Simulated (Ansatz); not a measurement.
**CH₃Al (triplet): correlated methods under varied settings at a displaced geometry (v2)**

Aim: run CH₃Al (triplet) at one geometry under a spread of methods and options, and see what each costs and gives.

Program: Ansatz 0.2.0, Gaussian basis. Level of theory: the settings change from run to run. These are calculated values, not measurements.

31 further runs of the same task are left out: 2 for a known fault of the program, 17 that didn't finish, 12 set aside as unsound or not needed. Runs told in other sessions of the task aren't counted.

## (1) What is computed

The geometry is a PBE0/def2-TZVP stationary point (not a proven minimum) with its atoms shifted at random (size 0.100 Å).

5 atoms, charge 0, spin multiplicity 3.

Atoms are counted from 1 here; the program's logs count them from 0.

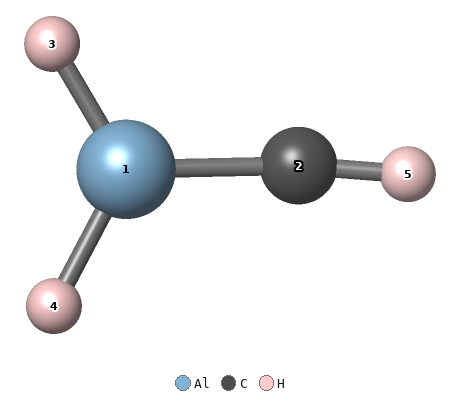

The geometry (aluminium light blue, carbon dark grey, hydrogen pink); atoms are numbered from 1 in the order of the file.

## (2) MP2 on UHF/def2-SVP

File in.yaml:

```yaml
crystal:
  periodic: [false, false, false]
  atoms:
    - {symbol: Al, position_ang: [0.051967, 0.002448, 0.572347]}
    - {symbol: C, position_ang: [-0.112907, 0.010822, -1.305535]}
    - {symbol: H, position_ang: [-0.036287, 1.360438, 1.349008]}
    - {symbol: H, position_ang: [0.046822, -1.458912, 1.367222]}
    - {symbol: H, position_ang: [-0.056237, -0.096005, -2.480509]}
basis:
  gaussian: {orbitals: def2-SVP, fitting: {mean_field: def2-universal-jkfit}}
magnetization: {spin_polarized: true, initial_magnetization: 2}
correlation: {method: mp2, electrons: all}
accuracy: high
output: {forces: true}
```

The run is started by

```bash
$ ansatz run in.yaml --threads 1 --pin off --events-out ev --progress --plain --max-ram 2393MiB
```

Output:

```text
Functional definition: HF
  name "HF"
  cite "Fock, Z. Phys. 61, 126 (1930) doi:10.1007/BF01340294"
  parent pbe
  exchange = exact_x
  correlation = 0
257 factors; integrals over basis functions are off by at most 4.3e-1 eV
mean field evaluation 1: about -7654.0123 eV, gradient 9.8e0 eV
mean field evaluation 2: about -7654.9650 eV, gradient 3.1e0 eV
mean field evaluation 4: about -7655.1171 eV, gradient 5.1e-1 eV
mean field -7655.12353881 eV, -281.3206012222 hartree, gradient 3.4e-8 eV, S^2 2.025465; 0 other end points of the search recorded, 0 dependent functions left out
reference -7655.12353881 eV, -281.3206012222 hartree; 12, 10 occupied and 35, 37 virtual orbitals, 257 factors
second order -4.36276085 eV of doubles, -0.00000000 eV of singles
the calculation of the forces begins
mean field evaluation 8: about -7655.1235 eV, gradient 3.4e-8 eV
Total energy: -7659.48629966 eV, -281.4809297263 hartree
Atom 0 at     0.051967     0.002448     0.572347 Å, force    -0.371111    -1.049580     0.721250 eV/Å
Atom 1 at    -0.112907     0.010822    -1.305535 Å, force     0.276783    -0.232780    -3.066994 eV/Å
Atom 2 at    -0.036287     1.360438     1.349008 Å, force     0.130682     0.052774     0.081863 eV/Å
Atom 3 at     0.046822    -1.458912     1.367222 Å, force     0.132721     0.987785    -0.486096 eV/Å
Atom 4 at    -0.056237    -0.096005    -2.480509 Å, force    -0.169074     0.241801     2.749977 eV/Å
Dipole moment:     0.093316     0.023423    -0.148354 e Å
```

Run time: 0.54 s. Hardware: 1 thread of Intel Xeon Platinum 8259CL at 2.50GHz, shared host.

From the report: ⟨S²⟩ of the determinant 2.025 (pure triplet: 2.00).

## (3) HF (ROHF)/cc-pVDZ

in.yaml, as its differences from that of step 2:

```diff
@@ -9,6 +9,5 @@
 basis:
-  gaussian: {orbitals: def2-SVP, fitting: {mean_field: def2-universal-jkfit}}
-magnetization: {spin_polarized: true, initial_magnetization: 2}
-correlation: {method: mp2, electrons: all}
-accuracy: high
-output: {forces: true}
+  gaussian: {orbitals: cc-pVDZ}
+magnetization: {spin_polarized: false, initial_magnetization: 2}
+hamiltonian: {xc: hf}
+output: {forces: true, orbitals: {seedname: orbitals}}
```

Launched as before.

Output (excerpt; [...] marks lines left out):

```text
Functional definition: HF
  name "HF"
  cite "Fock, Z. Phys. 61, 126 (1930) doi:10.1007/BF01340294"
  parent pbe
[...]
443 factors; integrals over basis functions are off by at most 1.3e-3 eV
[...]
mean field -7657.83582622 eV, -281.4202759459 hartree, gradient 1.4e-5 eV, S^2 2.000000; 0 other end points of the search recorded, 0 dependent functions left out
[...]
reference -7657.83582622 eV, -281.4202759459 hartree; 12, 10 occupied and 35, 37 virtual orbitals, 443 factors
Total energy: -7657.83582622 eV, -281.4202759459 hartree
Atom 0 at     0.051967     0.002448     0.572347 Å, force    -0.341078    -1.065026     0.782266 eV/Å
Atom 1 at    -0.112907     0.010822    -1.305535 Å, force     0.244527    -0.208213    -3.512111 eV/Å
Atom 2 at    -0.036287     1.360438     1.349008 Å, force     0.124310     0.163968     0.130514 eV/Å
Atom 3 at     0.046822    -1.458912     1.367222 Å, force     0.135344     0.866504    -0.421202 eV/Å
Atom 4 at    -0.056237    -0.096005    -2.480509 Å, force    -0.163104     0.242767     3.020535 eV/Å
Dipole moment:     0.089558     0.029040    -0.141660 e Å
```

It took 0.54 s on 1 thread of Intel Xeon Platinum 8259CL at 2.50GHz, shared host.

## (4) NEVPT2(4,7)/6-31G*

in.yaml, as its differences from that of step 3:

```diff
@@ -9,5 +9,5 @@
 basis:
-  gaussian: {orbitals: cc-pVDZ}
+  gaussian: {orbitals: "6-31G*"}
 magnetization: {spin_polarized: false, initial_magnetization: 2}
-hamiltonian: {xc: hf}
-output: {forces: true, orbitals: {seedname: orbitals}}
+correlation: {method: sc_nevpt2, electrons: outside_noble_gas, active_space: {window: {electrons: 4, orbitals: 7}}}
+scf: {lower_state_search: off}
```

Launched as before.

Output (excerpt; [...] marks lines left out):

```text
Functional definition: HF
  name "HF"
  cite "Fock, Z. Phys. 61, 126 (1930) doi:10.1007/BF01340294"
  parent pbe
[...]
403 factors; integrals over basis functions are off by at most 9.0e-4 eV
[...]
mean field -7657.33431572 eV, -281.4018457751 hartree, gradient 2.8e-6 eV, S^2 2.000000; 0 other end points of the search recorded, 0 dependent functions left out
reference -7657.33431572 eV, -281.4018457751 hartree; 12, 10 occupied and 28, 30 virtual orbitals, 403 factors
state -7657.96780934 eV, -281.4251262364 hartree
state -7657.96780934 eV, -281.4251262364 hartree; corrected -7661.22933220 eV, -281.5449849906 hartree
Total energy: -7661.22933220 eV, -281.5449849906 hartree
Checks for a lower state left out: stability, starts, cluster_reference, orbital_swaps, neighbouring_geometries, increment
```

It took 1.1 s on 1 thread of Intel Xeon Platinum 8259CL at 2.50GHz, shared host.

From the report: 441 determinants; active occupations 1.97, 1.00, 1.00, 0.02, 0.01, 0.00, 0.00.

## (5) MP2 on ROHF/cc-pVDZ

in.yaml, as its differences from that of step 4:

```diff
@@ -9,5 +9,6 @@
 basis:
-  gaussian: {orbitals: "6-31G*"}
+  gaussian: {orbitals: cc-pVDZ}
 magnetization: {spin_polarized: false, initial_magnetization: 2}
-correlation: {method: sc_nevpt2, electrons: outside_noble_gas, active_space: {window: {electrons: 4, orbitals: 7}}}
-scf: {lower_state_search: off}
+correlation: {method: mp2, electrons: outside_noble_gas}
+accuracy: high
+scf: {lower_state_search: light}
```

Same command.

Output:

```text
Functional definition: HF
  name "HF"
  cite "Fock, Z. Phys. 61, 126 (1930) doi:10.1007/BF01340294"
  parent pbe
  exchange = exact_x
  correlation = 0
1000 factors; integrals over basis functions are off by at most 3.5e-9 eV
mean field evaluation 1: about -7656.8347 eV, gradient 1.2e1 eV
mean field evaluation 2: about -7656.8390 eV, gradient 1.2e1 eV
mean field evaluation 4: about -7657.8277 eV, gradient 1.2e0 eV
mean field evaluation 8: about -7657.8359 eV, gradient 1.8e-3 eV
mean field -7657.83589675 eV, -281.4202785379 hartree, gradient 1.8e-8 eV, S^2 2.000000; 0 other end points of the search recorded, 0 dependent functions left out
mean field evaluation 16: about -7658.0170 eV, gradient 1.2e0 eV
6 core orbitals not correlated: weight in the atoms' cores, before any rotation towards them, 1.000 or more for the frozen orbitals, at most 0.000 for the correlated occupied ones
reference -7657.83589675 eV, -281.4202785379 hartree; 6, 4 occupied and 35, 37 virtual orbitals, 1000 factors
second order -4.24250695 eV of doubles, -0.10944227 eV of singles
Total energy: -7662.18784597 eV, -281.5802097218 hartree
```

Wall time 1.1 s (1 thread of Intel Xeon Platinum 8259CL at 2.50GHz, shared host).

## (6) HF (UHF)/6-31G

in.yaml, as its differences from that of step 5:

```diff
@@ -9,6 +9,7 @@
 basis:
-  gaussian: {orbitals: cc-pVDZ}
-magnetization: {spin_polarized: false, initial_magnetization: 2}
-correlation: {method: mp2, electrons: outside_noble_gas}
+  gaussian: {orbitals: 6-31G}
+magnetization: {spin_polarized: true, initial_magnetization: 2}
+hamiltonian: {xc: hf}
 accuracy: high
-scf: {lower_state_search: light}
+scf: {lower_state_search: off}
+output: {orbitals: {seedname: orbitals}}
```

Launched as before.

Output:

```text
Functional definition: HF
  name "HF"
  cite "Fock, Z. Phys. 61, 126 (1930) doi:10.1007/BF01340294"
  parent pbe
  exchange = exact_x
  correlation = 0
these checks for a lower state are left out or cut short: stability, starts, cluster_reference, orbital_swaps, neighbouring_geometries, increment
657 factors; integrals over basis functions are off by at most 3.9e-9 eV
mean field evaluation 1: about -7655.6405 eV, gradient 8.4e0 eV
mean field evaluation 2: about -7655.6435 eV, gradient 8.4e0 eV
mean field evaluation 4: about -7656.5237 eV, gradient 1.2e0 eV
mean field evaluation 8: about -7656.5520 eV, gradient 1.2e-3 eV
mean field -7656.55201334 eV, -281.3730966931 hartree, gradient 1.2e-8 eV, S^2 2.028844; 0 other end points of the search recorded, 0 dependent functions left out
reference -7656.55201334 eV, -281.3730966931 hartree; 12, 10 occupied and 16, 18 virtual orbitals, 657 factors
Total energy: -7656.55201334 eV, -281.3730966931 hartree
Checks for a lower state left out: stability, starts, cluster_reference, orbital_swaps, neighbouring_geometries, increment
```

Wall time 0.42 s (1 thread of Intel Xeon Platinum 8259CL at 2.50GHz, shared host).

From the report: ⟨S²⟩ of the determinant 2.029 (pure triplet: 2.00).

## (7) HF (UHF)/cc-pVDZ

in.yaml, as its differences from that of step 6:

```diff
@@ -9,7 +9,5 @@
 basis:
-  gaussian: {orbitals: 6-31G}
+  gaussian: {orbitals: cc-pVDZ}
 magnetization: {spin_polarized: true, initial_magnetization: 2}
 hamiltonian: {xc: hf}
-accuracy: high
-scf: {lower_state_search: off}
-output: {orbitals: {seedname: orbitals}}
+output: {forces: true, orbitals: {seedname: orbitals}}
```

Same command.

Output (excerpt; [...] marks lines left out):

```text
Functional definition: HF
  name "HF"
  cite "Fock, Z. Phys. 61, 126 (1930) doi:10.1007/BF01340294"
  parent pbe
[...]
443 factors; integrals over basis functions are off by at most 1.3e-3 eV
[...]
mean field -7658.04125592 eV, -281.4278253483 hartree, gradient 1.3e-5 eV, S^2 2.024646; 0 other end points of the search recorded, 0 dependent functions left out
[...]
reference -7658.04125592 eV, -281.4278253483 hartree; 12, 10 occupied and 35, 37 virtual orbitals, 443 factors
Total energy: -7658.04125592 eV, -281.4278253483 hartree
Atom 0 at     0.051967     0.002448     0.572347 Å, force    -0.361251    -1.038362     0.886023 eV/Å
Atom 1 at    -0.112907     0.010822    -1.305535 Å, force     0.259067    -0.242245    -3.487648 eV/Å
Atom 2 at    -0.036287     1.360438     1.349008 Å, force     0.132911     0.166225     0.144557 eV/Å
Atom 3 at     0.046822    -1.458912     1.367222 Å, force     0.140958     0.862452    -0.422076 eV/Å
Atom 4 at    -0.056237    -0.096005    -2.480509 Å, force    -0.171684     0.251930     2.879144 eV/Å
Dipole moment:     0.092012     0.027231    -0.131221 e Å
```

Run time: 0.57 s. Hardware: 1 thread of Intel Xeon Platinum 8259CL at 2.50GHz, shared host.

From the report: ⟨S²⟩ of the determinant 2.025 (pure triplet: 2.00).

## (8) CCSD on UHF/6-31G*

in.yaml, as its differences from that of step 7:

```diff
@@ -9,5 +9,5 @@
 basis:
-  gaussian: {orbitals: cc-pVDZ}
+  gaussian: {orbitals: "6-31G*"}
 magnetization: {spin_polarized: true, initial_magnetization: 2}
-hamiltonian: {xc: hf}
-output: {forces: true, orbitals: {seedname: orbitals}}
+correlation: {method: ccsd, electrons: outside_noble_gas, diis_vectors: 4}
+scf: {lower_state_search: off}
```

The command is unchanged.

Output (excerpt; [...] marks lines left out):

```text
Functional definition: HF
  name "HF"
  cite "Fock, Z. Phys. 61, 126 (1930) doi:10.1007/BF01340294"
  parent pbe
[...]
403 factors; integrals over basis functions are off by at most 9.0e-4 eV
[...]
mean field -7657.55105091 eV, -281.4098106464 hartree, gradient 2.9e-6 eV, S^2 2.026218; 0 other end points of the search recorded, 0 dependent functions left out
6 core orbitals not correlated: weight in the atoms' cores, before any rotation towards them, 1.000 or more for the frozen orbitals, at most 0.000 for the correlated occupied ones
reference -7657.55105091 eV, -281.4098106464 hartree; 6, 4 occupied and 28, 30 virtual orbitals, 403 factors
second order -3.53058716 eV of doubles, -0.00000000 eV of singles
cycle   1  -4.11966403 eV  change   -5.9e-1 eV  update   6.2e-2
[...]
cycle  11  -4.39693088 eV  change    4.4e-6 eV  update   7.5e-6
Total energy: -7661.94798179 eV, -281.5713948759 hartree
Checks for a lower state left out: stability, starts, cluster_reference, orbital_swaps, neighbouring_geometries, increment
```

It took 0.63 s on 1 thread of Intel Xeon Platinum 8259CL at 2.50GHz, shared host.

From the report: ⟨S²⟩ of the determinant 2.026 (pure triplet: 2.00); correlation -4.3969 eV; T1 0.017; largest double amplitude 0.03.

## (9) CCSD(T) on UHF/cc-pVDZ

in.yaml, as its differences from that of step 8:

```diff
@@ -9,5 +9,6 @@
 basis:
-  gaussian: {orbitals: "6-31G*"}
+  gaussian: {orbitals: cc-pVDZ}
 magnetization: {spin_polarized: true, initial_magnetization: 2}
-correlation: {method: ccsd, electrons: outside_noble_gas, diis_vectors: 4}
-scf: {lower_state_search: off}
+correlation: {method: ccsd_t, electrons: valence}
+accuracy: high
+scf: {lower_state_search: light}
```

Launched as before.

Output (excerpt; [...] marks lines left out):

```text
Functional definition: HF
  name "HF"
  cite "Fock, Z. Phys. 61, 126 (1930) doi:10.1007/BF01340294"
  parent pbe
[...]
1000 factors; integrals over basis functions are off by at most 3.5e-9 eV
[...]
mean field -7658.04132583 eV, -281.4278279174 hartree, gradient 1.6e-8 eV, S^2 2.024646; 0 other end points of the search recorded, 0 dependent functions left out
6 core orbitals not correlated: weight in the atoms' cores, before any rotation towards them, 1.000 or more for the frozen orbitals, at most 0.000 for the correlated occupied ones
reference -7658.04132583 eV, -281.4278279174 hartree; 6, 4 occupied and 35, 37 virtual orbitals, 1000 factors
second order -4.14803736 eV of doubles, -0.00000000 eV of singles
cycle   1  -4.86392227 eV  change   -7.2e-1 eV  update   6.2e-2
[...]
cycle  24  -5.14949145 eV  change   9.6e-11 eV  update   1.1e-9
perturbative correction -0.10205488 eV, -0.0037504477 hartree
Total energy: -7663.29287216 eV, -281.6208186854 hartree
```

Run time: 3 s. Hardware: 1 thread of Intel Xeon Platinum 8259CL at 2.50GHz, shared host.

From the report: ⟨S²⟩ of the determinant 2.025 (pure triplet: 2.00); correlation -5.2515 eV; T1 0.015; largest double amplitude 0.02.

## (10) CASCI(4,8)/STO-3G

in.yaml, as its differences from that of step 9:

```diff
@@ -9,6 +9,5 @@
 basis:
-  gaussian: {orbitals: cc-pVDZ}
-magnetization: {spin_polarized: true, initial_magnetization: 2}
-correlation: {method: ccsd_t, electrons: valence}
+  gaussian: {orbitals: STO-3G}
+magnetization: {spin_polarized: false, initial_magnetization: 2}
+correlation: {active_space: {window: {electrons: 4, orbitals: 8}, fixed_orbitals: true}}
 accuracy: high
-scf: {lower_state_search: light}
```

Same command.

Output:

```text
Functional definition: HF
  name "HF"
  cite "Fock, Z. Phys. 61, 126 (1930) doi:10.1007/BF01340294"
  parent pbe
  exchange = exact_x
  correlation = 0
287 factors; integrals over basis functions are off by at most 2.8e-8 eV
mean field evaluation 1: about -7564.2636 eV, gradient 1.3e1 eV
mean field evaluation 2: about -7564.2646 eV, gradient 1.3e1 eV
mean field evaluation 4: about -7565.2372 eV, gradient 9.5e-1 eV
mean field evaluation 8: about -7565.2448 eV, gradient 1.5e-2 eV
mean field -7565.24476347 eV, -278.0176171503 hartree, gradient 4.6e-8 eV, S^2 2.000000; 0 other end points of the search recorded, 0 dependent functions left out
reference -7565.24476347 eV, -278.0176171503 hartree; 12, 10 occupied and 5, 7 virtual orbitals, 287 factors
state -7565.62622426 eV, -278.0316355760 hartree
Total energy: -7565.62622426 eV, -278.0316355760 hartree
```

Wall time 0.18 s (1 thread of Intel Xeon Platinum 8259CL at 2.50GHz, shared host).

From the report: 784 determinants; active occupations 1.98, 1.00, 1.00, 0.02, 0.00, 0.00, 0.00, 0.00.

## (11) The runs in one table

Where basis and cores are those of an earlier UCCSDT(Q)/cc-pVDZ run (-7663.3238 eV), and the records show the same count of frozen orbitals and kind of state, the miss against it is given; a blank cell means that this couldn't be shown.

| level | correlated | functions | energy (eV) | from UCCSDT(Q) (meV) | time |
| --- | --- | --- | --- | --- | --- |
| MP2 on UHF/def2-SVP | all | 47 | -7659.4863 |  | 0.54 s |
| HF (ROHF)/cc-pVDZ |  | 47 | -7657.8358 | 5488.0 | 0.54 s |
| NEVPT2(4,7)/6-31G* | outside noble gas | 40 | -7661.2293 |  | 1.1 s |
| MP2 on ROHF/cc-pVDZ | outside noble gas | 47 | -7662.1878 | 1135.9 | 1.1 s |
| HF (UHF)/6-31G |  | 28 | -7656.5520 |  | 0.42 s |
| HF (UHF)/cc-pVDZ |  | 47 | -7658.0413 | 5282.5 | 0.57 s |
| CCSD on UHF/6-31G* | outside noble gas | 40 | -7661.9480 |  | 0.63 s |
| CCSD(T) on UHF/cc-pVDZ | valence | 47 | -7663.2929 | 30.9 | 3 s |
| CASCI(4,8)/STO-3G |  | 17 | -7565.6262 |  | 0.18 s |

## (12) Results

```
quantity                        value
    runs                            9
quickest    CASCI(4,8)/STO-3G, 0.18 s
 slowest  CCSD(T) on UHF/cc-pVDZ, 3 s
```

Total energies in different bases, with other cores or another treatment of relativity can't be set against each other. CCSD(T) on UHF/cc-pVDZ took 17 times as long as CASCI(4,8)/STO-3G; the jobs differ in more than the method. Among the correlated runs with a miss given, it spans +31 to +1136 meV. Hartree-Fock, CASSCF and CASCI lack dynamic correlation by design.
